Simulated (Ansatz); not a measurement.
## Electronic structure of F3HSi···HF in real space

The calculation's input:

```
crystal:
  periodic: [false, false, false]
  atoms:
    - {symbol: Si, position_ang: [-0.438215, -0.484944, -0.639020]}
    - {symbol: H, position_ang: [0.948453, -0.700639, -1.036647]}
    - {symbol: F, position_ang: [-1.329966, -1.732666, -0.978737]}
    - {symbol: F, position_ang: [-0.536578, -0.255516, 0.928973]}
    - {symbol: F, position_ang: [-1.054295, 0.777705, -1.338809]}
    - {symbol: H, position_ang: [0.828757, 0.965260, 1.664809]}
    - {symbol: F, position_ang: [1.581845, 1.430700, 1.399431]}
basis:
  gaussian: {orbitals: def2-TZVPP}
hamiltonian: {xc: pbe0, dispersion: d4}
output: {orbitals: {seedname: orbitals}}
```

Launched as:

```sh
ansatz run in.yaml --threads 4 --pin off --events-out ev --progress --plain --max-ram 9574MiB
```

The reactant side of a reaction path; geometry: PBE0-D4/def2-TZVP.

Method: RKS PBE0-D4/def2-TZVPP in Ansatz.

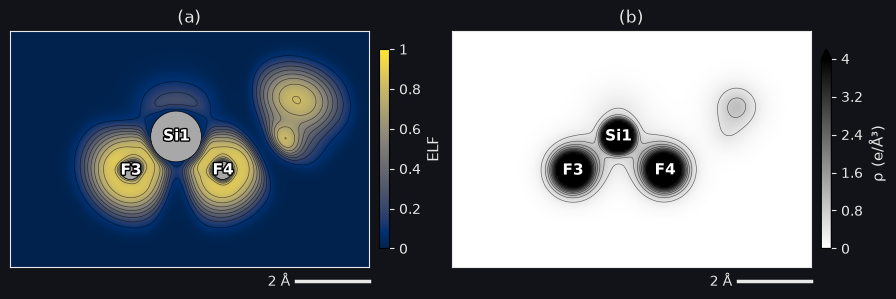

Figure 1. (a) ELF; (b) electron density on the plane of atoms F3, Si1 and F4. Grey discs cover the atomic cores in the ELF map.

### Describe what can be read from this map.

The plane passes through Si and F nuclei. Si–F (1.57 Å): the density is about 1.3 e/Å³ at the midpoint; the ELF peaks at about 0.85 in the valence shell of F, 0.6 Å from its nucleus, and is about 0.55 at the midpoint. The ELF also peaks beside F3, F4 and F7, away from the bonds: lone-pair regions.

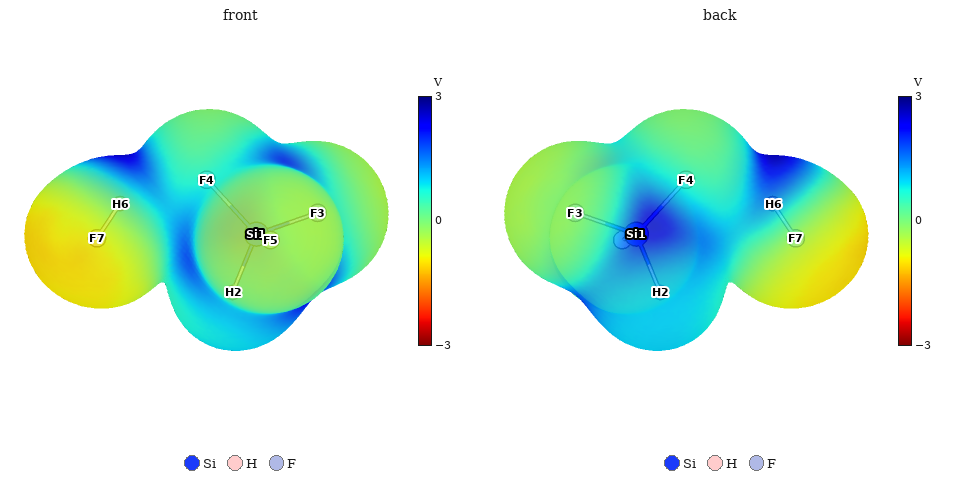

Figure 2. The molecular electrostatic potential painted on the density surface at 0.002 e/bohr³, seen from the front and from behind; red is negative and blue positive.

### Which sites attract a positive test charge, and which a negative one?

A positive charge is drawn to the negative regions and a negative charge to the positive ones. The most negative region (about −1.1 V) lies over F7, the most positive (about +2.5 V) over H6.

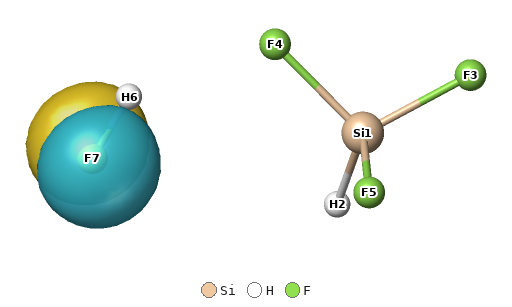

Figure 3. The HOMO−1 at ±0.2 Å⁻³ᐟ² (yellow and cyan are the two phases), seen across its widest extent.

### Describe this orbital and give its energy.

Its weight (Hirshfeld) is mainly on F7 (about 95 %); largely a lone pair of F7. Its energy is −11.62 eV.
